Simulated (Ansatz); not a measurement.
# AlF₂H₂N + SiH₄: a complex and its separated parts, part 2 of 2

Ansatz 0.2.0, Gaussian basis. The steps go on from the part before.

### 13 CAM-B3LYP-D4/def2-TZVPP

The inputs:

parta/in.yaml

```yaml
crystal:
  periodic: [false, false, false]
  atoms:
    - {symbol: Al, position_ang: [-0.726676, -1.097815, 0.112004]}
    - {symbol: F, position_ang: [-0.786939, -1.041691, -1.525930]}
    - {symbol: F, position_ang: [-1.756741, -0.152287, 0.969066]}
    - {symbol: N, position_ang: [0.410208, -2.142186, 0.926253]}
    - {symbol: H, position_ang: [1.066095, -2.744526, 0.458304]}
    - {symbol: H, position_ang: [0.495720, -2.221324, 1.925491]}
basis:
  gaussian: {orbitals: def2-TZVPP}
hamiltonian: {xc: {name: CAM-B3LYP}, dispersion: d4}
```

partb/in.yaml

```yaml
crystal:
  periodic: [false, false, false]
  atoms:
    - {symbol: Si, position_ang: [0.259740, 1.879965, -0.573028]}
    - {symbol: H, position_ang: [0.556477, 0.552398, 0.021499]}
    - {symbol: H, position_ang: [-1.125401, 1.883852, -1.107006]}
    - {symbol: H, position_ang: [0.391652, 2.929699, 0.468448]}
    - {symbol: H, position_ang: [1.215865, 2.153916, -1.675204]}
basis:
  gaussian: {orbitals: def2-TZVPP}
hamiltonian: {xc: {name: CAM-B3LYP}, dispersion: d4}
```

Each run has its own folder and the same command.

Command:

```console
$ ansatz run in.yaml --threads 8 --pin off --events-out ev --progress --plain --max-ram 19148MiB
```

Log of parta, cut to the lines that bear on the results:

```text
Functional definition: CAM-B3LYP
  name "CAM-B3LYP"
  cite "Yanai, Tew & Handy, Chem. Phys. Lett. 393, 51 (2004) doi:10.1016/j.cplett.2004.06.011"
  cite "Iikura, Tsuneda, Yanai & Hirao, J. Chem. Phys. 115, 3540 (2001) doi:10.1063/1.1383587"
  cite "Becke, Phys. Rev. A 38, 3098 (1988) doi:10.1103/PhysRevA.38.3098"
  cite "Lee, Yang & Parr, Phys. Rev. B 37, 785 (1988) doi:10.1103/PhysRevB.37.785"
[...]
  # Exact exchange under (alpha + beta erf(omega r))/r, Becke's under what is left of 1/r.
[...]
873 factors; their error is unknown
207 factors; integrals over basis functions are off by at most 1.2e-5 eV
[...]
mean field -13560.54550738 eV, -498.3408557284 hartree, gradient 1.4e-5 eV, S^2 0.000000; 0 other end points of the search recorded, 0 dependent functions left out
reference -13560.54561782 eV, -498.3408597870 hartree; 20, 20 occupied and 143, 143 virtual orbitals, 873 factors
Total energy: -13560.61806307 eV, -498.3435221006 hartree
```

Log of partb, cut to the lines that bear on the results:

```text
[... 6 set-up lines as earlier in the session ...]
[...]
  # Exact exchange under (alpha + beta erf(omega r))/r, Becke's under what is left of 1/r.
[...]
527 factors; their error is unknown
147 factors; integrals over basis functions are off by at most 1.2e-5 eV
[...]
mean field -7942.76497822 eV, -291.8912291503 hartree, gradient 9.0e-6 eV, S^2 0.000000; 0 other end points of the search recorded, 0 dependent functions left out
reference -7942.76508069 eV, -291.8912329159 hartree; 9, 9 occupied and 89, 89 virtual orbitals, 527 factors
Total energy: -7942.79924979 eV, -291.8924886072 hartree
```

Wall times: 0.96 s (parta), 0.4 s (partb) on 8 threads of Arm Neoverse V1, shared host.

### 14 wB97X-V/def2-TZVPP

The same edit goes into each in.yaml of step 13 (parta, partb):

```diff
-hamiltonian: {xc: {name: CAM-B3LYP}, dispersion: d4}
+hamiltonian: {xc: {name: wB97X-V}}
```

One command serves all of them, each in its own folder.

Command:

```console
$ ansatz run in.yaml --threads 8 --pin off --events-out ev --progress --plain --max-ram 19148MiB
```

parta printed, cut to the lines that bear on the results:

```text
Functional definition: wB97X-V
  name "wB97X-V"
  cite "Mardirossian & Head-Gordon, Phys. Chem. Chem. Phys. 16, 9904 (2014) doi:10.1039/C3CP54374A"
[... 2 set-up lines as earlier in the session ...]
[...]
      + integral(e_c_pw_opposite_spin*poly(b97_u_opposite, cos0, cos1)) + vv10(b, c)
873 factors; their error is unknown
189 factors; integrals over basis functions are off by at most 8.4e-6 eV
[...]
mean field -13558.58263630 eV, -498.2687215468 hartree, gradient 4.8e-5 eV, S^2 0.000000; 0 other end points of the search recorded, 0 dependent functions left out
reference -13558.58263440 eV, -498.2687214768 hartree; 20, 20 occupied and 143, 143 virtual orbitals, 873 factors
Total energy: -13558.58263440 eV, -498.2687214768 hartree
```

partb printed, cut to the lines that bear on the results:

```text
[... 5 set-up lines as earlier in the session ...]
[...]
      + integral(e_c_pw_opposite_spin*poly(b97_u_opposite, cos0, cos1)) + vv10(b, c)
527 factors; their error is unknown
136 factors; integrals over basis functions are off by at most 1.1e-5 eV
[...]
mean field -7941.38122437 eV, -291.8403771342 hartree, gradient 2.9e-5 eV, S^2 0.000000; 0 other end points of the search recorded, 0 dependent functions left out
reference -7941.38122263 eV, -291.8403770703 hartree; 9, 9 occupied and 89, 89 virtual orbitals, 527 factors
Total energy: -7941.38122263 eV, -291.8403770703 hartree
```

They took 1.9 s (parta), 0.75 s (partb) on 8 threads of Arm Neoverse V1, shared host.

### 15 wB97M-V/def2-TZVPP

Each input of step 14 (parta, partb) changes in the same lines:

```diff
-hamiltonian: {xc: {name: wB97X-V}}
+hamiltonian: {xc: {name: wB97M-V}}
```

The same command starts each run, in its folder.

Command:

```console
$ ansatz run in.yaml --threads 8 --pin off --events-out ev --progress --plain --max-ram 19148MiB
```

Log of parta, cut to the lines that bear on the results:

```text
Functional definition: wB97M-V
  name "wB97M-V"
  cite "Mardirossian & Head-Gordon, J. Chem. Phys. 144, 214110 (2016) doi:10.1063/1.4952647"
[... 2 set-up lines as earlier in the session ...]
  # Of w^i u^j: cxij and so on, Table III.
[...]
  gx(w, u) = 1 - cx + cx01*u + cx10*w
[...]
      + integral(e_c_pw_mod_opposite_spin*gos(b97_w_opposite, b97_u_opposite)) + vv10(b, c)
857 factors; their error is unknown
189 factors; integrals over basis functions are off by at most 8.4e-6 eV
[...]
mean field -13559.85998833 eV, -498.3156633678 hartree, gradient 4.6e-5 eV, S^2 0.000000; 0 other end points of the search recorded, 0 dependent functions left out
reference -13559.86003515 eV, -498.3156650886 hartree; 20, 20 occupied and 143, 143 virtual orbitals, 857 factors
Total energy: -13559.86003515 eV, -498.3156650886 hartree
```

partb printed, cut to the lines that bear on the results:

```text
[... 5 set-up lines as earlier in the session ...]
  # Of w^i u^j: cxij and so on, Table III.
[...]
  gx(w, u) = 1 - cx + cx01*u + cx10*w
[...]
      + integral(e_c_pw_mod_opposite_spin*gos(b97_w_opposite, b97_u_opposite)) + vv10(b, c)
527 factors; their error is unknown
136 factors; integrals over basis functions are off by at most 1.1e-5 eV
[...]
mean field -7941.54404034 eV, -291.8463605105 hartree, gradient 4.9e-5 eV, S^2 0.000000; 0 other end points of the search recorded, 0 dependent functions left out
reference -7941.54408273 eV, -291.8463620683 hartree; 9, 9 occupied and 89, 89 virtual orbitals, 527 factors
Total energy: -7941.54408273 eV, -291.8463620683 hartree
```

Wall times: 2.1 s (parta), 0.71 s (partb) on 8 threads of Arm Neoverse V1, shared host.

### 16 B2PLYP/def2-TZVPP

Each input of step 15 (parta, partb) changes in the same lines:

```diff
-hamiltonian: {xc: {name: wB97M-V}}
+hamiltonian: {xc: {name: B2PLYP}}
```

Each run has its own folder and the same command.

Command:

```console
$ ansatz run in.yaml --threads 8 --pin off --events-out ev --progress --plain --max-ram 19148MiB
```

parta printed, cut to the lines that bear on the results:

```text
Functional definition: B2PLYP
  name "B2PLYP"
  cite "Grimme, J. Chem. Phys. 124, 034108 (2006) doi:10.1063/1.2148954"
[... 2 set-up lines as earlier in the session ...]
[...]
1015 factors; integrals over basis functions are off by at most 1.0e-3 eV
[...]
mean field -13548.21426721 eV, -497.8876910106 hartree, gradient 6.5e-6 eV, S^2 0.000000; 0 other end points of the search recorded, 0 dependent functions left out
8 core orbitals not correlated: weight in the atoms' cores, before any rotation towards them, 1.000 or more for the frozen orbitals, at most 0.000 for the correlated occupied ones
reference -13548.21440864 eV, -497.8876962078 hartree; 12, 12 occupied and 143, 143 virtual orbitals, 1015 factors
second order -25.58206016 eV of doubles, -0.00000000 eV of singles
Total energy: -13555.12156488 eV, -498.1415295179 hartree
```

Log of partb, cut to the lines that bear on the results:

```text
[... 5 set-up lines as earlier in the session ...]
[...]
537 factors; integrals over basis functions are off by at most 6.8e-4 eV
[...]
mean field -7937.89730423 eV, -291.7123454303 hartree, gradient 2.5e-6 eV, S^2 0.000000; 0 other end points of the search recorded, 0 dependent functions left out
5 core orbitals not correlated: weight in the atoms' cores, before any rotation towards them, 1.000 or more for the frozen orbitals, at most 0.000 for the correlated occupied ones
reference -7937.89743737 eV, -291.7123503234 hartree; 4, 4 occupied and 89, 89 virtual orbitals, 537 factors
second order -4.78237784 eV of doubles, -0.00000000 eV of singles
Total energy: -7939.18867939 eV, -291.7598025923 hartree
```

They took 1.2 s (parta), 0.4 s (partb) on 8 threads of Arm Neoverse V1, shared host.

### 17 PBE-QIDH/def2-TZVPP

The same edit goes into each in.yaml of step 16 (parta, partb):

```diff
-hamiltonian: {xc: {name: B2PLYP}}
+hamiltonian: {xc: {name: PBE-QIDH}}
```

One command serves all of them, each in its own folder.

Command:

```console
$ ansatz run in.yaml --threads 8 --pin off --events-out ev --progress --plain --max-ram 19148MiB
```

parta printed, cut to the lines that bear on the results:

```text
Functional definition: PBE-QIDH
  name "PBE-QIDH"
  cite "Brémond, Sancho-García, Pérez-Jiménez & Adamo, J. Chem. Phys. 141, 031101 (2014) doi:10.1063/1.4890314"
[... 1 set-up line as earlier in the session ...]
[...]
1015 factors; integrals over basis functions are off by at most 1.0e-3 eV
[...]
mean field -13540.95796502 eV, -497.6210268236 hartree, gradient 7.6e-6 eV, S^2 0.000000; 0 other end points of the search recorded, 0 dependent functions left out
8 core orbitals not correlated: weight in the atoms' cores, before any rotation towards them, 1.000 or more for the frozen orbitals, at most 0.000 for the correlated occupied ones
reference -13540.95797666 eV, -497.6210272512 hartree; 12, 12 occupied and 143, 143 virtual orbitals, 1015 factors
second order -23.85052006 eV of doubles, -0.00000000 eV of singles
Total energy: -13548.90815001 eV, -497.9131907331 hartree
```

partb printed, cut to the lines that bear on the results:

```text
[... 4 set-up lines as earlier in the session ...]
[...]
537 factors; integrals over basis functions are off by at most 6.8e-4 eV
[...]
mean field -7935.34618577 eV, -291.6185935562 hartree, gradient 4.6e-6 eV, S^2 0.000000; 0 other end points of the search recorded, 0 dependent functions left out
5 core orbitals not correlated: weight in the atoms' cores, before any rotation towards them, 1.000 or more for the frozen orbitals, at most 0.000 for the correlated occupied ones
reference -7935.34619634 eV, -291.6185939448 hartree; 4, 4 occupied and 89, 89 virtual orbitals, 537 factors
second order -4.44766459 eV of doubles, -0.00000000 eV of singles
Total energy: -7936.82875121 eV, -291.6730768311 hartree
```

They took 1.4 s (parta), 0.4 s (partb) on 8 threads of Arm Neoverse V1, shared host.

### 18 RPA on PBE/def2-TZVPP

The same edit goes into each in.yaml of step 17 (parta, partb):

```diff
-hamiltonian: {xc: {name: PBE-QIDH}}
+hamiltonian: {xc: pbe}
+correlation: {method: rpa}
```

One command serves all of them, each in its own folder.

Command:

```console
$ ansatz run in.yaml --threads 8 --pin off --events-out ev --progress --plain --max-ram 19148MiB
```

Output in parta, cut to the lines that bear on the results:

```text
[... 4 set-up lines as earlier in the session ...]
[...]
1015 factors; integrals over basis functions are off by at most 1.0e-3 eV
[...]
mean field -13551.26294127 eV, -497.9997277158 hartree, gradient 4.4e-6 eV, S^2 0.000000; 0 other end points of the search recorded, 0 dependent functions left out
8 core orbitals not correlated: weight in the atoms' cores, before any rotation towards them, 1.000 or more for the frozen orbitals, at most 0.000 for the correlated occupied ones
reference -13515.75645911 eV, -496.6948885634 hartree; 12, 12 occupied and 143, 143 virtual orbitals, 1015 factors
Total energy: -13548.34826631 eV, -497.8926153868 hartree
```

Output in partb, cut to the lines that bear on the results:

```text
[... 4 set-up lines as earlier in the session ...]
[...]
537 factors; integrals over basis functions are off by at most 6.8e-4 eV
[...]
mean field -7938.15279194 eV, -291.7217344304 hartree, gradient 6.2e-7 eV, S^2 0.000000; 0 other end points of the search recorded, 0 dependent functions left out
5 core orbitals not correlated: weight in the atoms' cores, before any rotation towards them, 1.000 or more for the frozen orbitals, at most 0.000 for the correlated occupied ones
reference -7925.04985485 eV, -291.2402103741 hartree; 4, 4 occupied and 89, 89 virtual orbitals, 537 factors
Total energy: -7933.57988989 eV, -291.5536833797 hartree
```

They took 1.4 s (parta), 0.4 s (partb) on 8 threads of Arm Neoverse V1, shared host.

### 19 CCSD(T)/def2-TZVPP

Each input of step 18 (parta, partb) changes in the same lines:

```diff
-hamiltonian: {xc: pbe}
-correlation: {method: rpa}
+correlation: {method: ccsd_t}
```

One command serves all of them, each in its own folder.

Command:

```console
$ ansatz run in.yaml --threads 8 --pin off --events-out ev --progress --plain --max-ram 19148MiB
```

Log of parta, cut to the lines that bear on the results:

```text
Functional definition: HF
  name "HF"
  cite "Fock, Z. Phys. 61, 126 (1930) doi:10.1007/BF01340294"
[... 1 set-up line as earlier in the session ...]
[...]
1015 factors; integrals over basis functions are off by at most 1.0e-3 eV
[...]
mean field -13517.01587319 eV, -496.7411711772 hartree, gradient 8.6e-6 eV, S^2 0.000000; 0 other end points of the search recorded, 0 dependent functions left out
8 core orbitals not correlated: weight in the atoms' cores, before any rotation towards them, 1.000 or more for the frozen orbitals, at most 0.000 for the correlated occupied ones
reference -13517.01587319 eV, -496.7411711772 hartree; 12, 12 occupied and 143, 143 virtual orbitals, 1015 factors
second order -21.52360972 eV of doubles, -0.00000000 eV of singles
cycle   1  -21.26295698 eV  change    2.6e-1 eV  update   9.0e-2
[...]
cycle   9  -21.73936959 eV  change   -3.6e-6 eV  update   1.3e-5
perturbative correction -0.64972129 eV, -0.0238768169 hartree
Total energy: -13539.40496407 eV, -497.5639550912 hartree
```

partb printed, cut to the lines that bear on the results:

```text
[... 4 set-up lines as earlier in the session ...]
[...]
537 factors; integrals over basis functions are off by at most 6.8e-4 eV
[...]
mean field -7925.54425983 eV, -291.2583794218 hartree, gradient 1.8e-6 eV, S^2 0.000000; 0 other end points of the search recorded, 0 dependent functions left out
5 core orbitals not correlated: weight in the atoms' cores, before any rotation towards them, 1.000 or more for the frozen orbitals, at most 0.000 for the correlated occupied ones
reference -7925.54425983 eV, -291.2583794218 hartree; 4, 4 occupied and 89, 89 virtual orbitals, 537 factors
second order -3.90715781 eV of doubles, -0.00000000 eV of singles
cycle   1  -4.49743089 eV  change   -5.9e-1 eV  update   5.5e-2
[...]
cycle   8  -4.71914633 eV  change   -5.2e-7 eV  update   3.7e-6
perturbative correction -0.10444041 eV, -0.0038381142 hartree
Total energy: -7930.36784657 eV, -291.4356429649 hartree
```

Times: 11 s (parta), 0.61 s (partb) on 8 threads of Arm Neoverse V1, shared host; peak memory 1.3 GiB.

### 20 Vibrations of AlF₂H₂N

The input, vib-parta/in.yaml:

```yaml
crystal:
  periodic: [false, false, false]
  atoms:
    - {symbol: Al, position_ang: [-0.726676, -1.097815, 0.112004]}
    - {symbol: F, position_ang: [-0.786939, -1.041691, -1.525930]}
    - {symbol: F, position_ang: [-1.756741, -0.152287, 0.969066]}
    - {symbol: N, position_ang: [0.410208, -2.142186, 0.926253]}
    - {symbol: H, position_ang: [1.066095, -2.744526, 0.458304]}
    - {symbol: H, position_ang: [0.495720, -2.221324, 1.925491]}
basis:
  gaussian: {orbitals: def2-TZVP}
hamiltonian: {xc: pbe0, dispersion: d4}
phonons: {temperatures: {t_min: 298.15, t_max: 900, t_step: 200}}
```

Command:

```console
$ ansatz run in.yaml --threads 8 --pin off --events-out ev --progress --plain --max-ram 19148MiB
```

Standard output, cut to the lines that bear on the results:

```text
[... 5 set-up lines as earlier in the session ...]
[...]
834 factors; their error is unknown
[...]
mean field -13551.88760656 eV, -498.0226837418 hartree, gradient 5.3e-5 eV, S^2 0.000000; 0 other end points of the search recorded, 0 dependent functions left out
[...]
Atom 3 at     0.410208    -2.142186     0.926253 Å, force    -0.002657     0.002218    -0.000155 eV/Å
Atom 4 at     1.066095    -2.744526     0.458304 Å, force     0.000146    -0.000021     0.002262 eV/Å
Atom 5 at     0.495720    -2.221324     1.925491 Å, force     0.001440    -0.001263    -0.002762 eV/Å
Dipole moment:     0.348392    -0.320168     0.249571 e Å
Vibrations: 200.21 245.48 286.34 371.38 377.73 677.01 688.32 933.95 939.35 1563.54 3624.46 3716.35 cm⁻¹, zero-point energy 0.844588 eV
```

Wall time 22 s (8 threads of Arm Neoverse V1, shared host).

Wavenumbers and character of the modes:

```tsv
mode	wavenumber (cm⁻¹)	character
1	200	bend
2	245	bend
3	286	torsion with out-of-plane bend
4	371	torsion
5	378	torsion with out-of-plane bend
6	677	bend
7	688	Al–F and Al–N stretch
8	934	Al–N and Al–F stretch
9	939	Al–F stretch
10	1564	bend
11	3624	N–H stretch
12	3716	N–H stretch
```

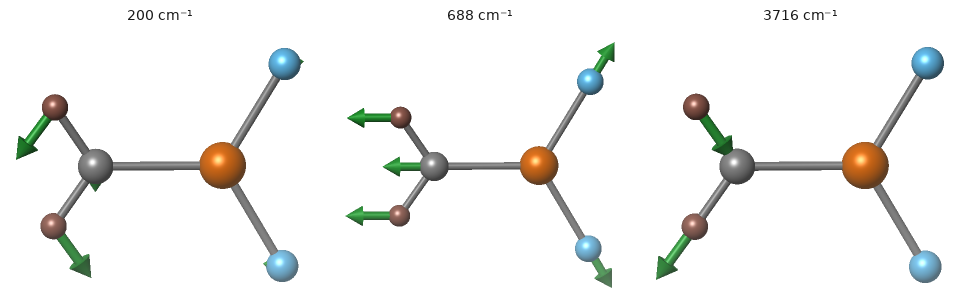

Displacements of 3 modes, as arrows.

Vibrational sums (real modes only):

```tsv
T (K)	entropy (J/mol/K)	heat capacity (J/mol/K)
298	35.2	46.2
498	63.2	62.4
698	85.8	70.9
898	104.4	76.3
```

### 21 Vibrations of SiH₄

The input, vib-partb/in.yaml:

```yaml
crystal:
  periodic: [false, false, false]
  atoms:
    - {symbol: Si, position_ang: [0.259740, 1.879965, -0.573028]}
    - {symbol: H, position_ang: [0.556477, 0.552398, 0.021499]}
    - {symbol: H, position_ang: [-1.125401, 1.883852, -1.107006]}
    - {symbol: H, position_ang: [0.391652, 2.929699, 0.468448]}
    - {symbol: H, position_ang: [1.215865, 2.153916, -1.675204]}
basis:
  gaussian: {orbitals: def2-TZVP}
hamiltonian: {xc: pbe0, dispersion: d4}
phonons: {temperatures: {t_min: 298.15, t_max: 900, t_step: 200}}
```

Command:

```console
$ ansatz run in.yaml --threads 8 --pin off --events-out ev --progress --plain --max-ram 19148MiB
```

Standard output, cut to the lines that bear on the results:

```text
[... 5 set-up lines as earlier in the session ...]
[...]
444 factors; their error is unknown
[...]
mean field -7939.08539914 eV, -291.7560071130 hartree, gradient 2.9e-5 eV, S^2 0.000000; 0 other end points of the search recorded, 0 dependent functions left out
[...]
Atom 2 at    -1.125401     1.883852    -1.107006 Å, force    -0.003937     0.000887    -0.001836 eV/Å
Atom 3 at     0.391652     2.929699     0.468448 Å, force     0.000064     0.001351     0.002401 eV/Å
Atom 4 at     1.215865     2.153916    -1.675204 Å, force     0.001773    -0.000257    -0.002079 eV/Å
Dipole moment:     0.000072    -0.000002     0.000030 e Å
Vibrations: 906.53 906.54 906.63 968.33 968.55 2236.22 2245.74 2245.86 2246.07 cm⁻¹, zero-point energy 0.844981 eV
```

Wall time 5.5 s (8 threads of Arm Neoverse V1, shared host).

Wavenumbers and character of the modes:

```tsv
mode	wavenumber (cm⁻¹)	character
1	907	bend
2	907	bend
3	907	bend
4	968	bend
5	969	bend
6	2236	Si–H stretch
7	2246	Si–H stretch
8	2246	Si–H stretch
9	2246	Si–H stretch
```

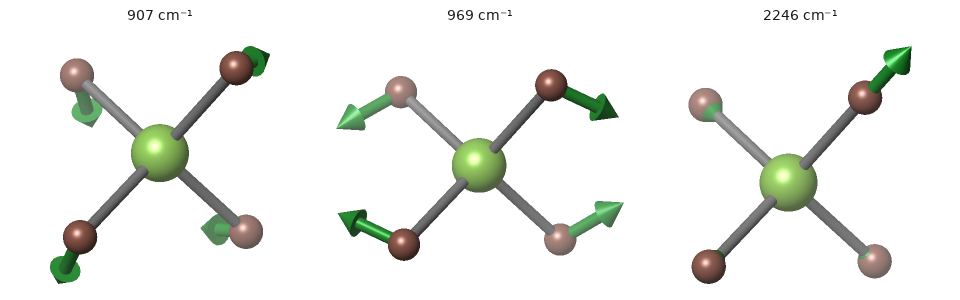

How the atoms move in 3 of the modes.

Vibrational sums (real modes only):

```tsv
T (K)	entropy (J/mol/K)	heat capacity (J/mol/K)
298	2.6	9.7
498	11.5	25.7
698	22.2	38.0
898	32.9	47.1
```

### 22 Complex less separated parts

The complex's own energies come from single points at the same levels.

Rows are in def2-TZVPP; times add the 3 runs of a level on a shared host, so small differences are noise.

```tsv
method	rung	complex less parts (kJ/mol)	from CCSD(T) (kJ/mol)	time
SPW92	LDA	-39.2	-21.0	2.7 s
PBE-D4	GGA	-25.0	-6.8	3.4 s
BLYP-D4	GGA	-18.5	-0.3	3 s
r2SCAN-D4	meta-GGA	-26.0	-7.8	6.2 s
B97M-V	meta-GGA	-23.0	-4.8	9.3 s
PBE0-D4	hybrid	-24.1	-5.9	3.6 s
B3LYP-D4	hybrid	-20.1	-1.9	3.5 s
r2SCAN0-D4	hybrid	-25.3	-7.1	6.4 s
BHLYP-D4	hybrid	-22.1	-3.9	3.8 s
CAM-B3LYP-D4	range-separated hybrid	-20.7	-2.5	4.3 s
wB97X-V	range-separated hybrid	-21.8	-3.6	8.2 s
wB97M-V	range-separated hybrid	-22.9	-4.7	9.9 s
B2PLYP	double hybrid	-12.8	+5.4	7.6 s
PBE-QIDH	double hybrid	-19.1	-0.9	8.3 s
RPA on PBE	RPA	-14.2	+4.0	8.3 s
Hartree-Fock	wavefunction	-1.1	+17.1	
MP2	wavefunction	-17.0	+1.2	
CCSD	wavefunction	-15.6	+2.6	
CCSD(T)	wavefunction	-18.2	0	2.2 min
```

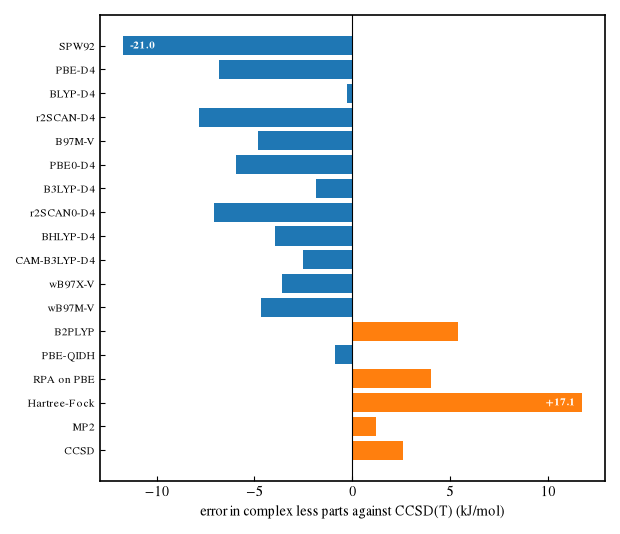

How far each level lands from CCSD(T). Bars with a number in them are cut short.

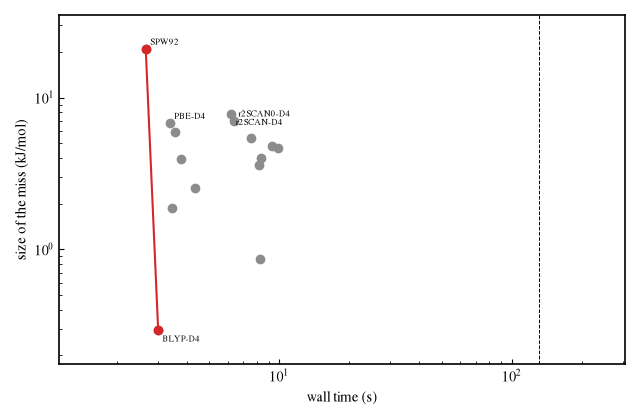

Miss against cost. Red marks the levels that no quicker level drawn beats (of those quicker than the yardstick), and the dashed line is the time of CCSD(T). Only those levels and the largest misses are named. Times are from a shared host.

For cost: BLYP-D4 gets within 0.3 kJ/mol in 3 s, where CCSD(T) took 2.2 min; the quickest level in the cost chart, SPW92, takes 2.7 s and misses by 21.0 kJ/mol.

The complex's zero-point energy, from a separate PBE0-D4 run, is 1.740 eV.

### 23 What came out

This closing draws on all 2 parts.

| quantity | value |
| --- | --- |
| complex less parts, CCSD(T)/def2-TZVPP | -18.2 kJ/mol |
| with zero-point energy | -13.3 kJ/mol |
| largest T1 diagnostic | 0.012 |

At CCSD(T) the complex lies 18.2 kJ/mol below its parts. The functionals run from BLYP-D4, off by -0.3 kJ/mol, to SPW92, off by -21.0 kJ/mol, against CCSD(T). By rung, the mean size of the error is: LDA 21.0, GGA 3.5, meta-GGA 6.3, hybrid 4.7, range-separated hybrid 3.6, double hybrid 3.1 kJ/mol. The double hybrids carry no dispersion term here, unlike the levels marked D4 or V. PBE-D4 gives a relative energy 6.8 kJ/mol too low, outside chemical accuracy (1 kcal/mol, 4.2 kJ/mol). The complex's frequency run has imaginary modes: the structure is no minimum, so both the energy and the zero-point correction are in doubt. No counterpoise was applied, and triple zeta lacks some correlation, so the CCSD(T) reference has a basis error of its own, and close matches with it are partly luck.
